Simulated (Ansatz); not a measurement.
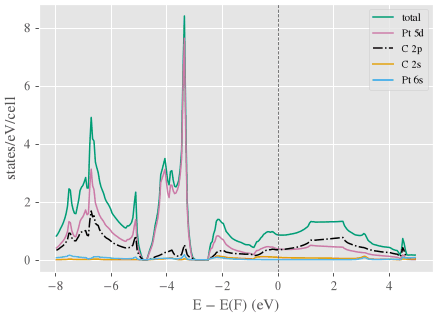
Total and projected density of states of PtC (zinc blende, F-43m), DFT-PBE in the program Ansatz with PAW potentials

### Question
Which orbitals carry the states next to the Fermi level?

### Answer
Within 0.5 eV of the Fermi level: Pt 5d 44 %, C 2p 40 %, C 2s 10 %, outside the projected shells 5 %. Projections are on Löwdin-orthogonalised atomic valence shells; empty p or d shells of many metals are not among them.

### Question
Where is the tallest occupied peak in this window, and what makes it?

### Answer
Near -3.3 eV, about 8.4 states/eV per cell; the largest projected share is Pt 5d.

The start of the workflow was typed in or built on a structure type; neither database checked (COD, Materials Project) lists it. Its standing as an ambient phase is unchecked. The PBE relaxation kept the symmetry of its start; whether a distortion lowers the energy is not shown. No spin polarisation was allowed. Its formation energy is positive at this level, so the cell may be metastable or incomplete. Scalar-relativistic: spin–orbit coupling is off unless named, which matters more the heavier the elements.

Potentials: the earlier of the program's two PAW sets.
